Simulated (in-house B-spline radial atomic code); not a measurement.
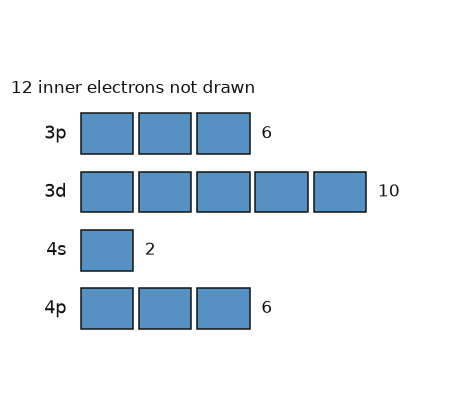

Fig. 1: The outer shells as the input fills them: a box for each of the 2l + 1 orbitals, shaded by the share of the shell that is filled, with the electron count at the right.

**Nb⁵⁺: RPA and GW calculation**

System: Nb⁵⁺, configuration [Ar] 3d10 4s2 4p6.
Method: RPA, second-order and SOSEX correlation energies and G0W0 (contour deformation) on a non-relativistic mean field, all electrons, B-spline basis (in-house B-spline radial atomic code).

## The input
```
Z = 41
electrons = 36.0
configuration = [Ar] 3d10 4s2 4p6
hamiltonian = nr
method = lda,vwn
lmax = 9
spin_polarised = False
box_radius = 10.43
intervals = 51
```

Launched within a batch (the task file carries these settings):
```bash
python <driver script> task.json out
```

The program writes its results to a structured record and prints no log; tables and figures of this report are taken from that record.

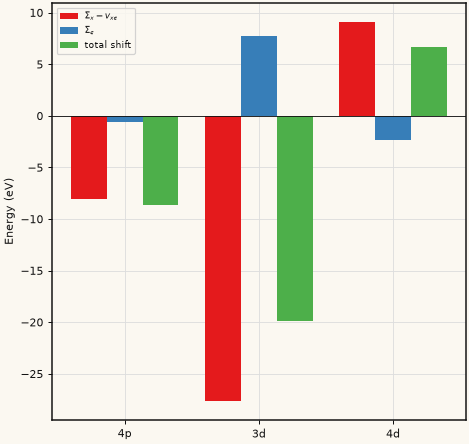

Fig. 2: Parts of the G₀W₀ correction to each level for Nb⁵⁺ ([Ar] 3d¹⁰ 4s² 4p⁶). All-electron spherical atom, non-relativistic, LDA VWN5 start, no spin-orbit coupling, Breit or QED terms; computed with a B-spline radial code. The quasi-particle equation is solved at full frequency; levels of low quasi-particle weight Z are left out. Σ columns are in eV, and Σc holds an estimate for the angular momenta beyond the basis. G₀W₀ moves the highest occupied level, 4p, from −93.72 to −102.41 eV (renormalisation factor Z = 0.95). The empty level 4d goes from −58.12 to −51.44 eV.

| Level | Mean field (eV) | Σx − vxc (eV) | Σc (eV) | Z | G₀W₀ (eV) |
| --- | --- | --- | --- | --- | --- |
| 4p | −93.72 | −8.10 | −0.59 | 0.95 | −102.41 |
| 3d | −264.38 | −27.63 | 7.78 | 0.90 | −284.24 |
| 4d | −58.12 | 9.08 | −2.39 | 0.96 | −51.44 |

## Results in brief

- outcome: converged
- mean-field total energy: −3746.23855 hartree
- total energy with exact exchange alone: −3748.75741 hartree
- exact exchange energy: −113.24456 hartree
- RPA correlation, extrapolated in the angular momentum of the empty orbitals: −2.71944 hartree
- RPA correlation, as summed: −2.68479 hartree
- direct second-order term: −3.07309 hartree
- second-order exchange term: 0.87728 hartree
- SOSEX term: 0.81632 hartree
- hardware: 1 CPU thread, shared host
- wall time: 2.4 s

## Notes

Relativity is left out, which matters for an atom this heavy. To bear in mind: relativity is absent.
